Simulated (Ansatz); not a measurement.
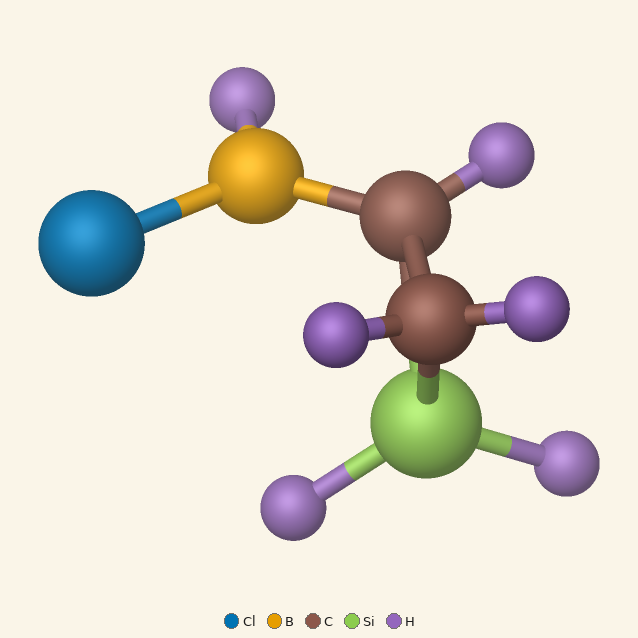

The geometry was computed by an optimisation with PBE-D4/def2-SVP. No frequency run is at hand to confirm it as a minimum.

Give the structural formula.

SMILES: ClB[C@H]1C[SiH2]1

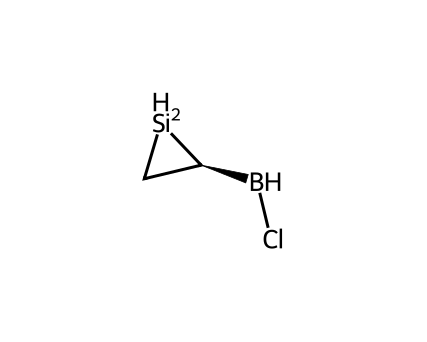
